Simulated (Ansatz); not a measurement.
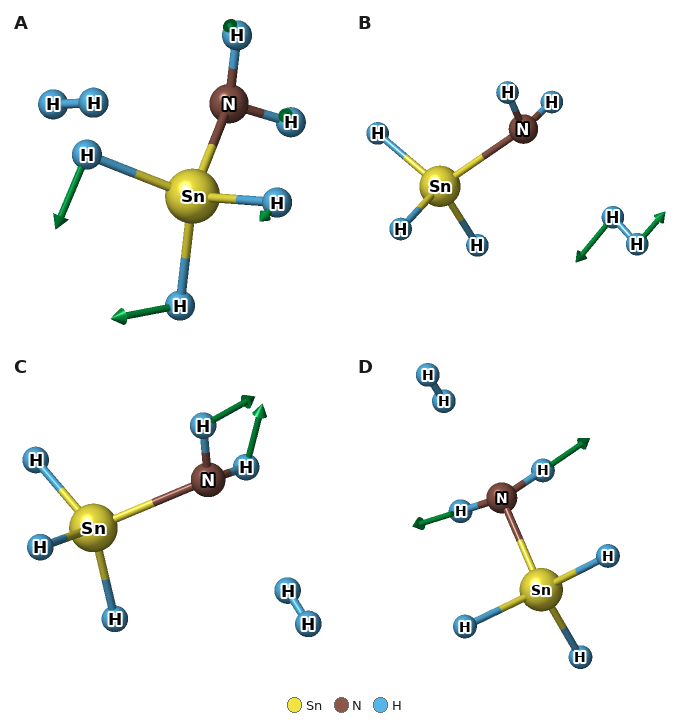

4 normal modes of one molecule or complex, as arrows. Harmonic vibrations computed with RKS PBE0-D4/def2-TZVP, core potentials on Sn (Ansatz 0.2.0) at a stationary point of the same level.

Match the panels to the wavenumbers 399 cm⁻¹, 704 cm⁻¹, 1571 cm⁻¹, 3538 cm⁻¹.

Answer. A: 704 cm⁻¹, H–Sn–H bending
B: 399 cm⁻¹
C: 1571 cm⁻¹, H–N–H bending
D: 3538 cm⁻¹, in-phase stretching of 2 N–H bonds
